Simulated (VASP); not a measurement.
Band structure of CsI (CsCl type). Calculation: revPBE GGA, VASP's PBE PAW potentials (set 64) (plane waves; VASP).

Unless said otherwise, spin-orbit coupling is left out, though it shifts the bands of the heavy elements here.

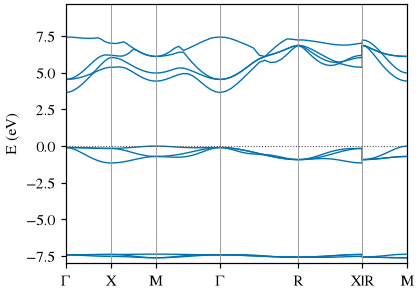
*Bands along high-symmetry lines, zero at the valence-band maximum or, without a gap, the Fermi level*

Task: Read the plot: is there a gap, and where are the band edges?

Result: The gap is indirect, 3.65 eV, from the valence maximum at M to the conduction minimum at Γ. (Edges off the drawn lines would not show.)

Measured: gap 6.20 eV (computed value off by -2.55 eV), as given by Aguado et al., (1998), arXiv:cond-mat/9809176.

The compound is CsI in the CsCl type structure. It was relaxed first, which changed the volume by +18 %.
